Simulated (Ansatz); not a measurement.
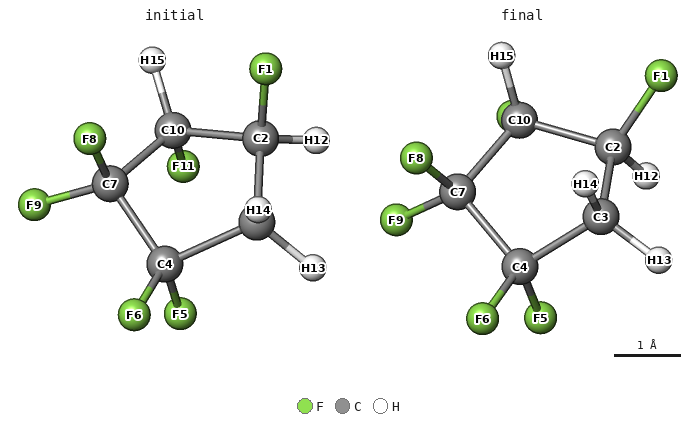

The structure of C$_{5}$H$_{4}$F$_{6}$ (coarse preliminary run) before (left) and after (right) a relaxation, at one scale.

A ball-and-stick model, seen at a tilt.

The start comes from a force field.

Method: RKS PBE-D4/def2-SVP in Ansatz. Settings: force threshold 0.03 eV/Å; at most 200 steps.

**What changed between the two?**

The energy falls by 13.9 kcal/mol in 16 accepted moves (18 points after the start). The largest force component goes from 5.1 to 0.02 eV/Å. The line search rejected the trial steps at points 13, 15 of the run. The largest move after the best rigid fit is that of F1, 0.91 Å. By element the largest moves are F 0.91 Å, H 0.70 Å, C 0.21 Å. Near-neighbour distances that change, for instance: C3–C4 1.609 → 1.521 Å, C4–F5 1.302 → 1.372 Å, C7–C10 1.495 → 1.554 Å, C4–C7 1.504 → 1.556 Å. Among the angles between lasting bonds that change: C3–C4–F6 107.1° → 114.6°, F5–C4–C7 114.6° → 107.7°, C4–C7–F8 112.7° → 107.3°.
